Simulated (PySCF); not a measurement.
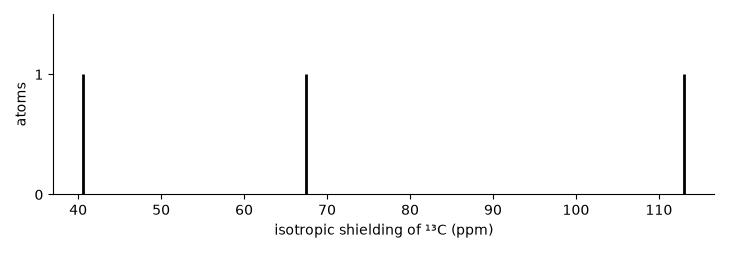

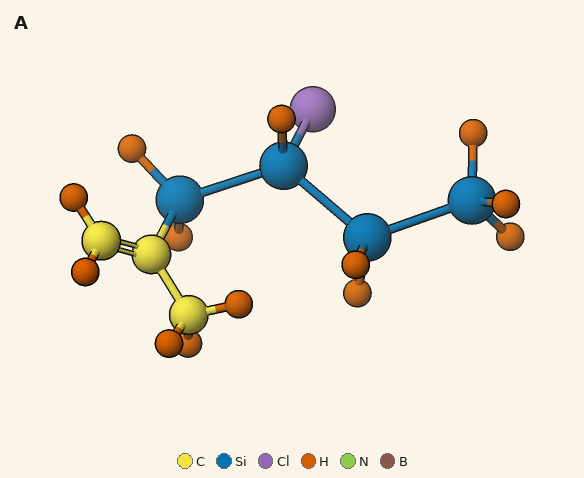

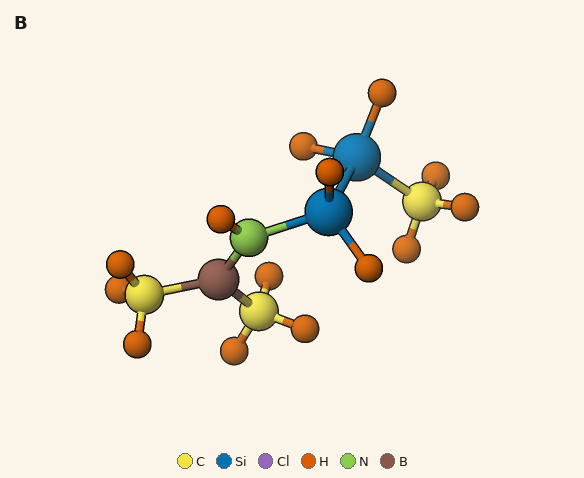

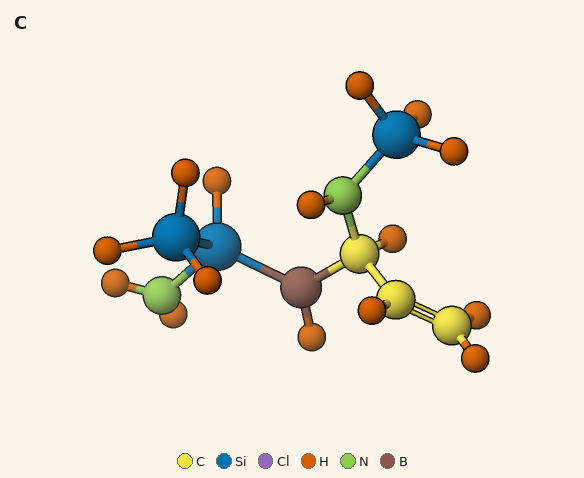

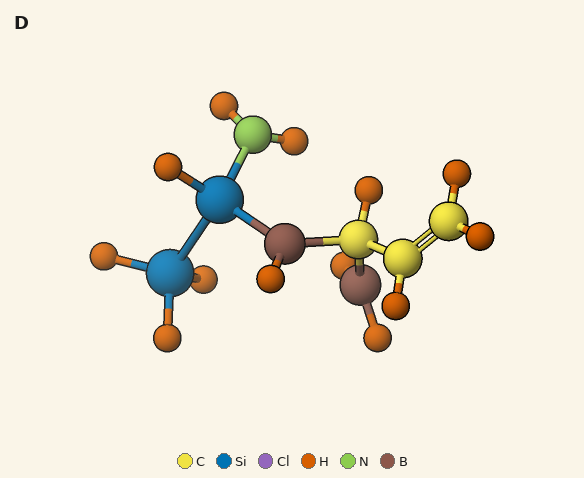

The sticks are computed shieldings of one of the molecules, for one fixed geometry (GFN2-xTB) without averaging over rotations. Low shielding means a high chemical shift. Method: GIAO PBE0/pcSseg-1 NMR shielding, non-relativistic, gas phase (PySCF 2.14.0).

Question: Match the spectrum to a structure.

Answer: C, `C=C[C@@H](B[Si@@H](N)[SiH3])N[SiH3]`. Its 3 C atoms give lines at 40.6, 67.5, 113.1 ppm.

The geometry is semi-empirical. Around B, Si such bond lengths and angles can be off by a tenth of an ångström or more and by several degrees, and values that hang on the shape move with them.
